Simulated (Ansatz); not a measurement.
MoSe₄

```xyz
20
Lattice="5.8775 0.0000 0.0000 0.0000 12.3226 0.0000 -2.2695 0.0000 6.0252" Properties=species:S:1:pos:R:3 pbc="T T T"
Mo   -1.7021    1.0471    4.5189
Mo    1.2366    7.2083    4.5189
Mo   -0.5674   11.2755    1.5063
Mo    2.3714    5.1142    1.5063
Se    1.1211    0.7625    0.8998
Se    4.0599    6.9238    0.8998
Se    0.6829    6.9238    2.1128
Se    3.6217    0.7625    2.1128
Se   -0.4518    5.3988    5.1254
Se    2.4869   11.5601    5.1254
Se   -0.0136   11.5601    3.9124
Se    2.9251    5.3988    3.9124
Se   -0.0842    2.7409    4.2603
Se    2.8545    8.9022    4.2603
Se   -0.3813    8.9022    4.7774
Se    2.5575    2.7409    4.7774
Se    0.7535    3.4204    1.7648
Se    3.6923    9.5817    1.7648
Se    1.0505    9.5817    1.2478
Se    3.9893    3.4204    1.2478
```

Space group C2/c; built by placing these elements on a known structure type; computed pressure about 7 GPa in this cell; computed without spin polarisation.

Level of theory: Ansatz, DFT, PAW plane waves, r2SCAN.

Q: What can the converged valence pseudo-density and electron localisation function tell about the bonding?

A: Mo–Se (2.55 Å): the density is about 0.49 e/Å³ at the midpoint; the ELF is about 0.40 at the midpoint.
Bader's partition of the density gives Mo +1.13 and Se −0.39 to −0.18 e.

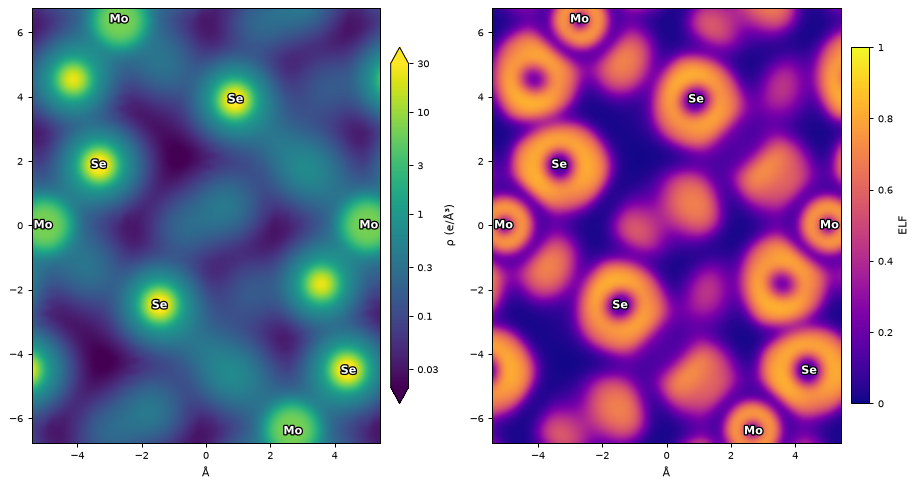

Computed valence pseudo-density and electron localisation function on the (111) plane of the conventional cell, in this order. Atoms just off the plane (Se, 0.3 Å away) can leave unmarked features too.
